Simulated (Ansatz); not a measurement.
# C6H15Cl3InP: one molecule under many settings

How do the results and run time of C6H15Cl3InP respond when the settings are drawn wide?

Program: Ansatz 0.2.0, Gaussian basis. Level of theory: the settings change from run to run. These are calculated values, not measurements.

## Step 1: The relaxed structure

An earlier PBE0-D4 in a triple-zeta def2 set relaxation fixed the geometry. In takes a core potential in def2 sets; no spin-orbit term is included.

26 atoms, charge 0, spin multiplicity 1.

Atoms are counted from 1 here; the program's logs count them from 0.

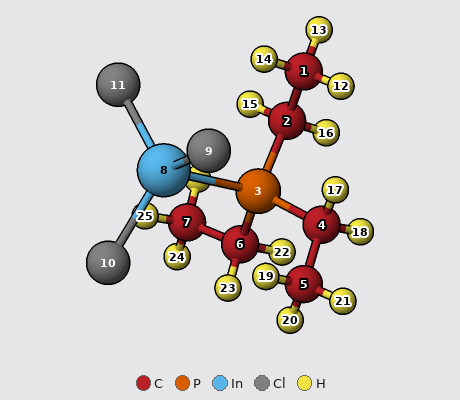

The structure; carbon red, phosphorus orange, indium blue, chlorine grey, hydrogen yellow; atoms are numbered from 1 in the order of the file.

Geometry (Å):

```
C     1.4412    2.3070    0.6609
C     0.6565    1.1632    1.2881
P    -0.0650    0.0356    0.0563
C    -1.3130    0.9807   -0.8704
C    -1.9956    0.1611   -1.9566
C    -0.9482   -1.2650    0.9717
C    -0.0209   -2.1521    1.7905
In    1.7357   -0.9518   -1.5008
Cl    1.8100    0.6104   -3.2548
Cl    0.8393   -3.0515   -2.0580
Cl    3.6342   -1.0025   -0.1164
H     0.8092    2.9479    0.0438
H     1.8806    2.9291    1.4425
H     2.2568    1.9331    0.0387
H     1.3184    0.5517    1.9074
H    -0.1503    1.5311    1.9312
H    -0.7826    1.8257   -1.3180
H    -2.0366    1.3869   -0.1554
H    -1.2710   -0.2204   -2.6788
H    -2.5449   -0.6877   -1.5457
H    -2.7075    0.7840   -2.5006
H    -1.7086   -0.7871    1.5989
H    -1.4701   -1.8636    0.2201
H    -0.5977   -2.9324    2.2898
H     0.7193   -2.6434    1.1557
H     0.5109   -1.5898    2.5599
```

## Step 2: r2SCANh/def2-mTZVP

The input, in.yaml:

```yaml
crystal:
  periodic: [false, false, false]
  atoms:
    - {symbol: C, position_ang: [1.441235, 2.306969, 0.660943]}
    - {symbol: C, position_ang: [0.656473, 1.163181, 1.288117]}
    - {symbol: P, position_ang: [-0.064993, 0.035566, 0.056251]}
    - {symbol: C, position_ang: [-1.313004, 0.980704, -0.870432]}
    - {symbol: C, position_ang: [-1.995595, 0.161070, -1.956583]}
    - {symbol: C, position_ang: [-0.948235, -1.264959, 0.971692]}
    - {symbol: C, position_ang: [-0.020887, -2.152128, 1.790482]}
    - {symbol: In, position_ang: [1.735663, -0.951801, -1.500814]}
    - {symbol: Cl, position_ang: [1.809957, 0.610385, -3.254811]}
    - {symbol: Cl, position_ang: [0.839283, -3.051520, -2.058010]}
    - {symbol: Cl, position_ang: [3.634182, -1.002539, -0.116407]}
    - {symbol: H, position_ang: [0.809215, 2.947856, 0.043841]}
    - {symbol: H, position_ang: [1.880609, 2.929066, 1.442498]}
    - {symbol: H, position_ang: [2.256841, 1.933098, 0.038660]}
    - {symbol: H, position_ang: [1.318430, 0.551679, 1.907418]}
    - {symbol: H, position_ang: [-0.150293, 1.531127, 1.931192]}
    - {symbol: H, position_ang: [-0.782647, 1.825694, -1.318007]}
    - {symbol: H, position_ang: [-2.036625, 1.386866, -0.155435]}
    - {symbol: H, position_ang: [-1.270958, -0.220367, -2.678769]}
    - {symbol: H, position_ang: [-2.544857, -0.687683, -1.545651]}
    - {symbol: H, position_ang: [-2.707536, 0.784022, -2.500599]}
    - {symbol: H, position_ang: [-1.708573, -0.787106, 1.598870]}
    - {symbol: H, position_ang: [-1.470144, -1.863550, 0.220067]}
    - {symbol: H, position_ang: [-0.597716, -2.932400, 2.289818]}
    - {symbol: H, position_ang: [0.719305, -2.643386, 1.155720]}
    - {symbol: H, position_ang: [0.510871, -1.589843, 2.559907]}
basis:
  gaussian: {orbitals: def2-mTZVP}
hamiltonian: {xc: {name: r2SCANh}}
output: {forces: true}
```

The run is started by

```console
$ ansatz run in.yaml --threads 11 --pin off --events-out ev --progress --plain --max-ram 174080MiB --backend cuda --devices 0, --max-vram 75GiB
```

Standard output (excerpt; [...] marks lines left out):

```text
Functional definition: r2SCANh
  name "r2SCANh"
  cite "Bursch, Neugebauer, Ehlert & Grimme, J. Chem. Phys. 156, 134105 (2022) doi:10.1063/5.0086040"
  cite "Furness, Kaplan, Ning, Perdew & Sun, J. Phys. Chem. Lett. 11, 8208 (2020) doi:10.1021/acs.jpclett.0c02405"
  cite "Furness, Kaplan, Ning, Perdew & Sun, J. Phys. Chem. Lett. 11, 9248 (2020) doi:10.1021/acs.jpclett.0c03077"
  parent r2scan
[...]
2765 factors; integrals over basis functions are off by at most 9.6e-4 eV
[...]
mean field -58500.08443439 eV, -2149.8384501823 hartree, gradient 4.1e-5 eV, S^2 0.000000; 0 other end points of the search recorded, 0 dependent functions left out
[...]
reference -58500.08445463 eV, -2149.8384509263 hartree; 69, 69 occupied and 214, 214 virtual orbitals, 2765 factors
Total energy: -58500.08445463 eV, -2149.8384509263 hartree
Atom 0 at     1.441235     2.306969     0.660943 Å, force     0.040196     0.066087    -0.023846 eV/Å
Atom 1 at     0.656473     1.163181     1.288117 Å, force     0.068891     0.050279     0.194210 eV/Å
Atom 2 at    -0.064993     0.035566     0.056251 Å, force     0.187786    -0.103868    -0.163569 eV/Å
Atom 3 at    -1.313004     0.980704    -0.870432 Å, force    -0.090220     0.179710    -0.069245 eV/Å
Atom 4 at    -1.995595     0.161070    -1.956583 Å, force    -0.044161    -0.035665    -0.056302 eV/Å
Atom 5 at    -0.948235    -1.264959     0.971692 Å, force    -0.166705    -0.127664     0.038686 eV/Å
[...]
Atom 10 at     3.634182    -1.002539    -0.116407 Å, force     0.179051    -0.011070     0.115472 eV/Å
Atom 11 at     0.809215     2.947856     0.043841 Å, force     0.037877    -0.012654     0.029557 eV/Å
Atom 12 at     1.880609     2.929066     1.442498 Å, force    -0.015861    -0.022916    -0.037000 eV/Å
Atom 13 at     2.256841     1.933098     0.038660 Å, force    -0.032820     0.030063     0.031710 eV/Å
Atom 14 at     1.318430     0.551679     1.907418 Å, force    -0.011197     0.067440     0.004514 eV/Å
Atom 15 at    -0.150293     1.531127     1.931192 Å, force     0.033328     0.004248     0.009736 eV/Å
Atom 16 at    -0.782647     1.825694    -1.318007 Å, force    -0.066032    -0.016434    -0.007285 eV/Å
Atom 17 at    -2.036625     1.386866    -0.155435 Å, force     0.000519     0.012510    -0.032978 eV/Å
Atom 18 at    -1.270958    -0.220367    -2.678769 Å, force    -0.044573     0.016911     0.024532 eV/Å
Atom 19 at    -2.544857    -0.687683    -1.545651 Å, force     0.010403     0.036002    -0.030796 eV/Å
Atom 20 at    -2.707536     0.784022    -2.500599 Å, force     0.028871    -0.030500     0.019116 eV/Å
Atom 21 at    -1.708573    -0.787106     1.598870 Å, force    -0.001755    -0.035205    -0.005262 eV/Å
Atom 22 at    -1.470144    -1.863550     0.220067 Å, force     0.001705    -0.010250     0.067517 eV/Å
Atom 23 at    -0.597716    -2.932400     2.289818 Å, force     0.029169     0.030393    -0.019110 eV/Å
Atom 24 at     0.719305    -2.643386     1.155720 Å, force    -0.033401     0.013372     0.039812 eV/Å
Atom 25 at     0.510871    -1.589843     2.559907 Å, force    -0.021448    -0.037627    -0.021387 eV/Å
Dipole moment:    -1.337925     0.732875     1.155474 e Å
```

Wall time 3.6 s (1 × H100 with 11 threads of AMD EPYC 7R13, shared host).

Largest force 0.270 eV/Å, dipole 9.19 D.

## Step 3: wB97X/def2-TZVPP

in.yaml: that of step 2 with these lines changed.

```diff
@@ -30,4 +30,4 @@
 basis:
-  gaussian: {orbitals: def2-mTZVP}
-hamiltonian: {xc: {name: r2SCANh}}
+  gaussian: {orbitals: def2-TZVPP}
+hamiltonian: {xc: {name: wB97X}}
 output: {forces: true}
```

Same command.

Standard output (excerpt; [...] marks lines left out):

```text
Functional definition: wB97X
  name "wB97X"
  cite "Chai & Head-Gordon, J. Chem. Phys. 128, 084106 (2008) doi:10.1063/1.2834918"
  cite "Becke, J. Chem. Phys. 107, 8554 (1997) doi:10.1063/1.475007"
[...]
  # The coefficients of nought are those of the uniform gas.
[...]
      + exact_x_lr(omega)
[...]
      + integral(e_c_pw_opposite_spin*poly(b97_u_opposite, 1, cos1, cos2, cos3, cos4))
3619 factors; their error is unknown
792 factors; integrals over basis functions are off by at most 9.0e-6 eV
[...]
mean field -58507.09938641 eV, -2150.0962449143 hartree, gradient 2.8e-5 eV, S^2 0.000000; 0 other end points of the search recorded, 0 dependent functions left out
[...]
reference -58507.09932697 eV, -2150.0962427299 hartree; 69, 69 occupied and 545, 545 virtual orbitals, 3619 factors
Total energy: -58507.09932697 eV, -2150.0962427299 hartree
[...]
Atom 16 at    -0.782647     1.825694    -1.318007 Å, force    -0.037980    -0.026971     0.010250 eV/Å
Atom 17 at    -2.036625     1.386866    -0.155435 Å, force     0.034116    -0.019024    -0.053246 eV/Å
Atom 18 at    -1.270958    -0.220367    -2.678769 Å, force    -0.023436     0.010509     0.008269 eV/Å
Atom 19 at    -2.544857    -0.687683    -1.545651 Å, force     0.016521     0.027824    -0.013508 eV/Å
Atom 20 at    -2.707536     0.784022    -2.500599 Å, force     0.039860    -0.049319     0.023523 eV/Å
Atom 21 at    -1.708573    -0.787106     1.598870 Å, force     0.041526    -0.041409    -0.030277 eV/Å
Atom 22 at    -1.470144    -1.863550     0.220067 Å, force     0.012534     0.013295     0.043860 eV/Å
Atom 23 at    -0.597716    -2.932400     2.289818 Å, force     0.047855     0.041193    -0.024676 eV/Å
Atom 24 at     0.719305    -2.643386     1.155720 Å, force    -0.017594     0.002077     0.020364 eV/Å
Atom 25 at     0.510871    -1.589843     2.559907 Å, force    -0.017901    -0.018409    -0.024063 eV/Å
Dipole moment:    -1.324373     0.725460     1.143710 e Å
```

Wall time 6 s (1 × H100 with 11 threads of AMD EPYC 7R13, shared host).

Largest force 0.175 eV/Å, dipole 9.10 D.

## Step 4: wB97X-V/def2-SVPD

Set apart from the defaults: high accuracy.

in.yaml: that of step 3 with these lines changed.

```diff
@@ -30,4 +30,5 @@
 basis:
-  gaussian: {orbitals: def2-TZVPP}
-hamiltonian: {xc: {name: wB97X}}
+  gaussian: {orbitals: def2-SVPD}
+hamiltonian: {xc: {name: wB97X-V}}
+accuracy: high
 output: {forces: true}
```

The command is unchanged.

Standard output (excerpt; [...] marks lines left out):

```text
Functional definition: wB97X-V
  name "wB97X-V"
  cite "Mardirossian & Head-Gordon, Phys. Chem. Chem. Phys. 16, 9904 (2014) doi:10.1039/C3CP54374A"
  cite "Becke, J. Chem. Phys. 107, 8554 (1997) doi:10.1063/1.475007"
  cite "Vydrov & Van Voorhis, J. Chem. Phys. 133, 244103 (2010) doi:10.1063/1.3521275"
[...]
      + integral(e_c_pw_opposite_spin*poly(b97_u_opposite, cos0, cos1)) + vv10(b, c)
7585 factors; integrals over basis functions are off by at most 3.5e-8 eV
1244 factors; integrals over basis functions are off by at most 1.9e-9 eV
[...]
mean field -58476.38101165 eV, -2148.9673654635 hartree, gradient 1.9e-8 eV, S^2 0.000000; 0 other end points of the search recorded, 0 dependent functions left out
[...]
reference -58476.38101133 eV, -2148.9673654517 hartree; 69, 69 occupied and 308, 308 virtual orbitals, 7585 factors
Total energy: -58476.38101133 eV, -2148.9673654517 hartree
[...]
Atom 16 at    -0.782647     1.825694    -1.318007 Å, force     0.113754     0.230402    -0.124863 eV/Å
Atom 17 at    -2.036625     1.386866    -0.155435 Å, force    -0.187850     0.110916     0.176879 eV/Å
Atom 18 at    -1.270958    -0.220367    -2.678769 Å, force     0.204556    -0.108564    -0.197277 eV/Å
Atom 19 at    -2.544857    -0.687683    -1.545651 Å, force    -0.154295    -0.234264     0.118938 eV/Å
Atom 20 at    -2.707536     0.784022    -2.500599 Å, force    -0.175331     0.150784    -0.135692 eV/Å
Atom 21 at    -1.708573    -0.787106     1.598870 Å, force    -0.199981     0.113913     0.161175 eV/Å
Atom 22 at    -1.470144    -1.863550     0.220067 Å, force    -0.148849    -0.169243    -0.175567 eV/Å
Atom 23 at    -0.597716    -2.932400     2.289818 Å, force    -0.139056    -0.192892     0.123490 eV/Å
Atom 24 at     0.719305    -2.643386     1.155720 Å, force     0.207936    -0.132082    -0.178564 eV/Å
Atom 25 at     0.510871    -1.589843     2.559907 Å, force     0.144414     0.160267     0.215056 eV/Å
Dipole moment:    -1.331968     0.729592     1.150297 e Å
```

Wall time 14 s (1 × H100 with 11 threads of AMD EPYC 7R13, shared host); peak host memory 2.3 GiB.

Largest force 0.355 eV/Å, dipole 9.15 D.

[end of part 1 of 2]
